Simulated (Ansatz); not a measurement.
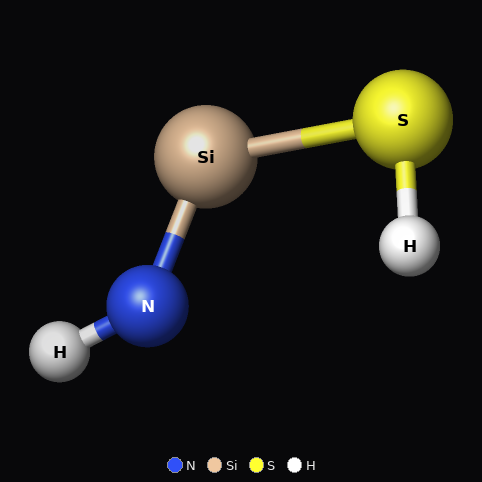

A ball-and-stick model of a molecule. Every bond is drawn as one stick, whatever its order.

The species is neutral and a spin doublet. Computed geometry: PBE0-D4/def2-TZVP optimisation. No frequency run is at hand to confirm it as a minimum.

Question: What is the molecular formula?

Answer: H2NSSi, 5 atoms: 2 hydrogen, 1 nitrogen, 1 sulfur and 1 silicon.

Question: How many bonds of each kind are drawn?

Answer: 1 N–Si, 1 S–H, 1 S–Si, 1 N–H. Sticks follow a distance rule.

Question: How many sets of symmetry-equivalent atoms are there?

Answer: 5: 1 N, 1 Si, 1 S, 1 H, 1 H.

More results for the same structure follow; atom numbers are the same in all pictures, views and colours differ.

**Shape**

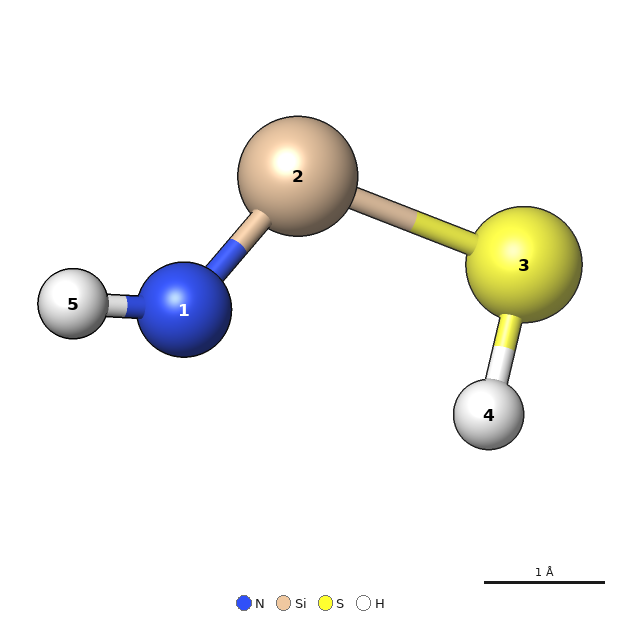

Numbered structure. No frequency run is at hand to confirm it as a minimum.

List the bonds and their lengths.

| bond | length (Å) |
| --- | --- |
| N1–Si2 | 1.600 |
| N1–H5 | 1.008 |
| Si2–S3 | 2.139 |
| S3–H4 | 1.346 |

**Electronic properties**

No frequency run is at hand to confirm it as a minimum. Level of theory: UHF-CCSD(T), frozen core/def2-TZVPP (Ansatz 0.2.0).

Question: Estimate the T1 diagnostic.

Answer: 0.037.

Question: Give the ⟨S²⟩ of the determinant at this level.

Answer: 0.826.

**Charges**

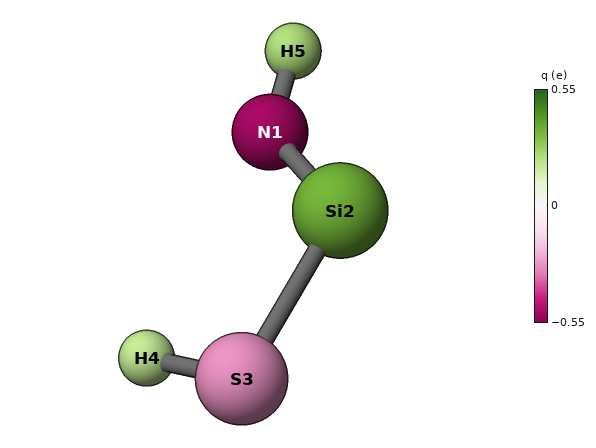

Atoms are coloured by their Mulliken charges. No frequency run is at hand to confirm it as a minimum. Properties computed with UKS PBE0-D4/def2-TZVP (Ansatz 0.2.0).

Question: Which atom carries the highest charge (most positive or least negative)?

Answer: Si2 (0.35 e).

Question: And the lowest?

Answer: N1 (−0.51 e).

Give the Mulliken charges atom by atom.

```csv
atom,value (e)
N1,−0.51
Si2,0.35
S3,−0.28
H4,0.20
H5,0.24
```

**Dipole moment**

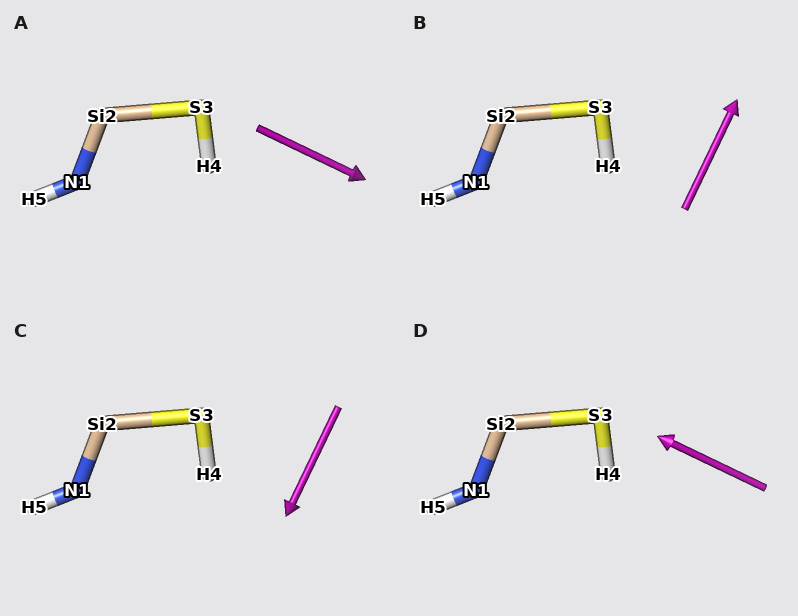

The same molecule four times, each with an arrow. No frequency run is at hand to confirm it as a minimum. Level of theory: UKS PBE0-D4/def2-TZVP (Ansatz 0.2.0).

Question: Which arrow points along the dipole moment, from the negative to the positive end?

Answer: D. The dipole moment is 0.55 D; it points from the side of H4 to the side of H5 (the outermost atoms at the two ends).

Mulliken values depend strongly on the basis set and can even reverse the polarity of a bond.
